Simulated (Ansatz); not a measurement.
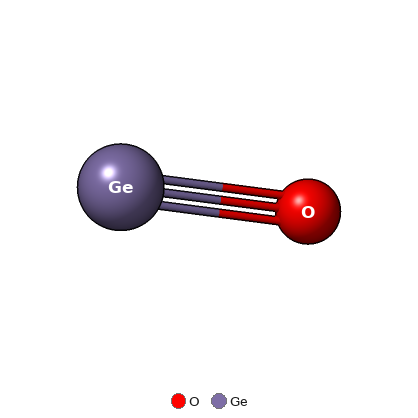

Sticks follow a distance rule. Harmonic vibrations computed with RKS PBE0-D4/def2-TZVP (Ansatz 0.2.0) at a stationary point of the same level.

> Minimum or transition state?

A minimum: no imaginary frequency, and the lowest mode lies at 1029 cm⁻¹.

> How many vibrational modes are there, and where do they lie?

1 modes: 1029 cm⁻¹.
